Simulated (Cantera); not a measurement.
Charge: 1 mol TiO2, 4.3 mol CO, 7.6 mol H2, at 13.3 mbar.

Cantera equilibrium calculation (NASA polynomials, part measured and part estimated; ideal gas, pure solids and liquids). Candidate condensed phases: C, C6H6, C7H8, C8H18, H2O, Ti, TiC, TiO, TiO2, Ti2O3, Ti3O5, Ti4O7; 113 gas species. Rates play no part.

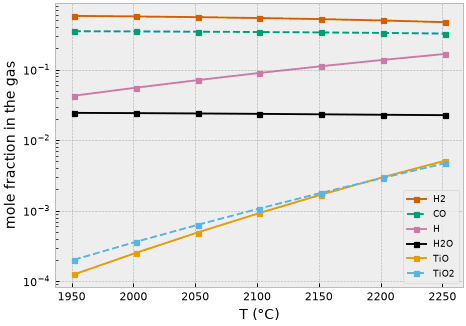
Fig. 1. Equilibrium gas composition (values under 1e-9 drawn at 1e-9)

From 1952 °C to 2252 °C the condensed part is Ti3O5(l). The main Ti-bearing gas is TiO2 at 1952 °C and TiO at 2252 °C. The share of Ti in condensed phases is highest at 1952 °C (99.6 %) and lowest at 2252 °C (87.1 %).
